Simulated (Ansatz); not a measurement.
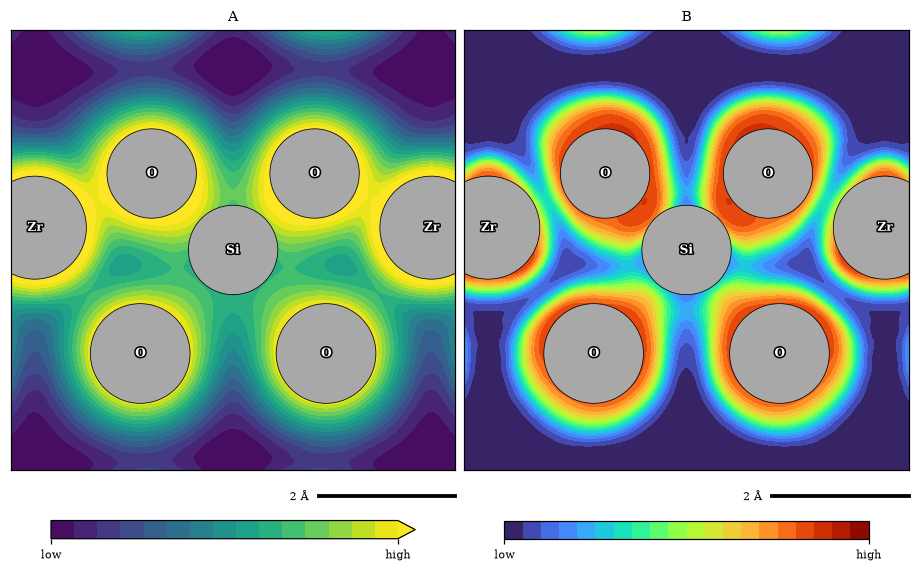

ZrSi$_{3}$O$_{8}$: 2 fields on the (100) plane of the conventional cell, with unlabelled colour scales. Grey discs cover the atomic cores.

Space group Pmm2; a structure from a database of computed crystals, not necessarily the ambient phase; started from the tetragonal host prototype, which need not be the ambient phase; not relaxed (largest force 0.4 eV/Å); computed pressure about 7 GPa in this cell.

The calculation used DFT, PBE, plane waves, PAW in Ansatz.

```cif
data_structure
_symmetry_space_group_name_H-M 'P 1'
_symmetry_Int_Tables_number 1
_cell_length_a 3.4697
_cell_length_b 5.8137
_cell_length_c 5.7463
_cell_angle_alpha 90.000
_cell_angle_beta 90.000
_cell_angle_gamma 90.000
_cell_volume 115.91
loop_
_atom_site_label
_atom_site_type_symbol
_atom_site_fract_x
_atom_site_fract_y
_atom_site_fract_z
_atom_site_occupancy
Si1 Si 0.00000 0.75257 0.05812 1
Si2 Si 0.50000 0.00000 0.42110 1
O1 O 0.50000 0.79459 0.61618 1
O2 O 0.50000 0.76566 0.15695 1
O3 O 0.00000 0.00000 0.33702 1
O4 O 0.00000 0.00000 0.91436 1
Si3 Si 0.00000 0.24743 0.05812 1
Zr1 Zr 0.50000 0.50000 0.47800 1
O5 O 0.50000 0.20541 0.61618 1
O6 O 0.50000 0.23434 0.15695 1
O7 O 0.00000 0.50000 0.29639 1
O8 O 0.00000 0.50000 0.89065 1
```

### Which field does each panel show? The fields are: electron localisation function and valence pseudo-density.

Panel A: valence pseudo-density. Panel B: electron localisation function. From the grid: Si–O (1.64 Å): ρ is about 1.2 e/Å³ halfway; the ELF peaks at about 0.85 between the atoms. Zr–O (1.89 Å): ρ is about 1.2 e/Å³ halfway; the ELF peaks at about 0.80 in the valence shell of O, 0.5 Å from its nucleus, and drops to about 0.30 between the two atoms.
